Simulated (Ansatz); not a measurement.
# UPBE0/3-21G run of PH2 (SMILES [PH2])

Aim: the electronic atomisation energy of PH2 at UPBE0/3-21G, from 3 runs. 

The calculation is run with Ansatz 0.2.0.

46 further runs of the same task are left out: 46 set aside as unsound or not needed.

### Step 1. The molecule

The species is PH2 (3 atoms), meant as a doublet with charge 0. As SMILES, `[PH2]`. The coordinates come from a GFN2-xTB relaxation.

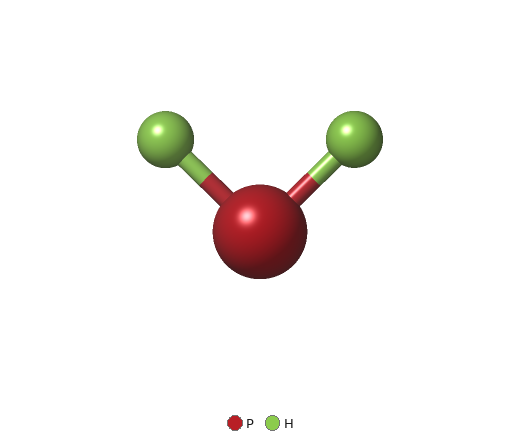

Viewed from a chosen angle; phosphorus red, hydrogen green.

### Step 2. The energy at UPBE0/3-21G

in.yaml

```yaml
crystal:
  periodic: [false, false, false]
  atoms:
    - symbol: P
      position_ang: [0.514470, -0.302750, 0.252680]
    - symbol: H
      position_ang: [0.111510, 1.027360, 0.172420]
    - symbol: H
      position_ang: [-0.625980, -0.724620, -0.425100]
basis:
  gaussian:
    orbitals: 3-21G.json
hamiltonian:
  xc: pbe0
accuracy: high
magnetization:
  spin_polarized: true
  initial_magnetization: 1
```

The basis set 3-21G is read from a file made from the Basis Set Exchange's data (not shown).

Run with:

```
$ ansatz run in.yaml --threads 1 --pin off --max-ram 2610MiB --events-out events.jsonl --progress --plain --runs-dir runs
```

What it wrote:

```text
Warning: RAYON_NUM_THREADS=1 ignored (pool sized by the plan → 1); use --threads N
Functional definition: PBE0
  name "PBE0"
  parameter a = 0.25
  parameter kappa = 0.804
  parameter beta = 0.06672455060314922
  exchange = (1 - a)*pbe_x(kappa = kappa, mu = beta*pi^2/3) + a*exact_x
  correlation = pbe_c(beta = beta)
323 factors; integrals over basis functions are off by at most 2.1e-9 eV
mean field evaluation 1: about -9268.3861 eV, gradient 3.4e0 eV
mean field evaluation 2: about -9268.4490 eV, gradient 2.3e0 eV
mean field evaluation 4: about -9268.4835 eV, gradient 1.9e-1 eV
mean field evaluation 8: about -9268.4752 eV, gradient 1.0e-3 eV
mean field evaluation 16: about -9268.4752 eV, gradient 3.3e-8 eV
mean field -9268.47516634 eV, -340.6101799649 hartree, gradient 3.4e-8 eV, S^2 0.752252; 0 other end points of the search recorded, 0 dependent functions left out
reference -9268.47516762 eV, -340.6101800118 hartree; 9, 8 occupied and 8, 9 virtual orbitals, 323 factors
Total energy: -9268.47516762 eV, -340.6101800118 hartree
```

It took 0.89 s on 1 thread of Arm Neoverse V1, shared host; peak memory 0.097 GiB.

### Step 3. The H atom, same level

job.yaml

```yaml
crystal:
  periodic: [false, false, false]
  atoms:
    - {symbol: H, position_ang: [0.000000, 0.000000, 0.000000]}
basis:
  gaussian:
    orbitals: 3-21G.json
accuracy: high
magnetization:
  spin_polarized: true
  initial_magnetization: 1
hamiltonian:
  xc: {name: PBE0}
total_charge: 0
```

The basis set 3-21G is read from a file made from the Basis Set Exchange's data (not shown).

Run the same way, it converges to -0.49640 Eh (log not shown).

### Step 4. The P atom, same level

job.yaml

```yaml
crystal:
  periodic: [false, false, false]
  atoms:
    - {symbol: P, position_ang: [0.000000, 0.000000, 0.000000]}
basis:
  gaussian:
    orbitals: 3-21G.json
magnetization:
  spin_polarized: true
  initial_magnetization: 3
hamiltonian:
  xc: pbe0
accuracy: high
```

The basis set 3-21G is read from a file made from the Basis Set Exchange's data (not shown).

Run the same way, it converges to -339.40563 Eh (log not shown).

### Step 5. Outcome

At UPBE0/3-21G:

```
                     quantity          value
       molecule: total energy  -340.61018 Eh
               molecule: ⟨S²⟩          0.752
         H atom: total energy    -0.49640 Eh
                 H atom: ⟨S²⟩          0.750
         P atom: total energy  -339.40563 Eh
                 P atom: ⟨S²⟩          3.750
electronic atomisation energy       5.762 eV
```

**Reading.** Taking the molecule apart into free atoms costs 5.76 eV (133 kcal/mol), before zero-point energy and without spin-orbit coupling. The basis has no polarisation functions, which makes bonds too weak.
